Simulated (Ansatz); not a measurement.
## Fields on a plane of Si (space group Ia-3)

```
CELL_PARAMETERS angstrom
     -3.28388     3.28388     3.28388
      3.28388    -3.28388     3.28388
      3.28388     3.28388    -3.28388
ATOMIC_POSITIONS crystal
  Si 0.20442 0.20442 0.20442
  Si 0.50000 0.00000 0.29558
  Si 0.29558 0.50000 0.00000
  Si 0.00000 0.29558 0.50000
  Si 0.79558 0.79558 0.79558
  Si 0.50000 0.00000 0.70442
  Si 0.70442 0.50000 0.00000
  Si 0.00000 0.70442 0.50000
```

The slice is a {211} plane (indices of the conventional cell) through the point (0.204, 0.204, 0.204) (fractional), spanned by u = [111] and v = [1 0 -1] in vectors of this cell: u (5.69 Å) and v (9.29 Å, at 90° to u). It covers one period; positions are fractions (u, v).

Atoms on it: Si at (0.00, 0.00); Si at (0.06, 0.75), 0.2 Å off the plane; Si at (0.59, 0.00); Si at (0.53, 0.25), 0.2 Å off the plane. Other atoms lie within 1 Å of the plane.

Computed with LDA (plane waves to 420 eV, PAW, scalar-relativistic; Ansatz, a first-principles code). k mesh 10×10×10. Inside the PAW spheres the values are not all-electron values, and peaks at nuclei hang on which shells count as valence. Si was relaxed with its symmetry unable to fall. This is one of several known forms of Si; the measured ambient cells at hand have space group No. 227.

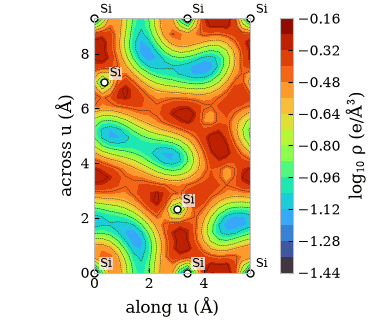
Log₁₀ of the valence density in e/Å³, one period of the plane, atoms marked. The scale is logarithmic, as a density can span decades between atoms and voids.

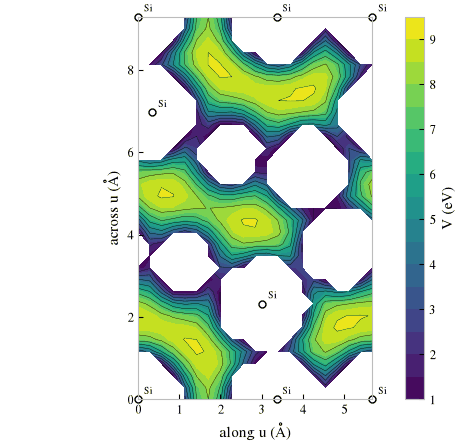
Figure. Electrostatic potential energy of an electron, from the cell's mean, in eV, one period of the plane, atoms marked. Points within 1 Å of a nucleus are left white, as the pseudised field means little there. Values under 1 eV are set to 1. The zero, the cell's mean, hangs on the PAW cores.

The density on the Si–Si line (2.33 Å) at its midpoint is 0.57 e/Å³ and the ELF at that point is 0.93. ELF maximum in the middle third of the Si–Si line: 0.94, 1.0 Å from Si.
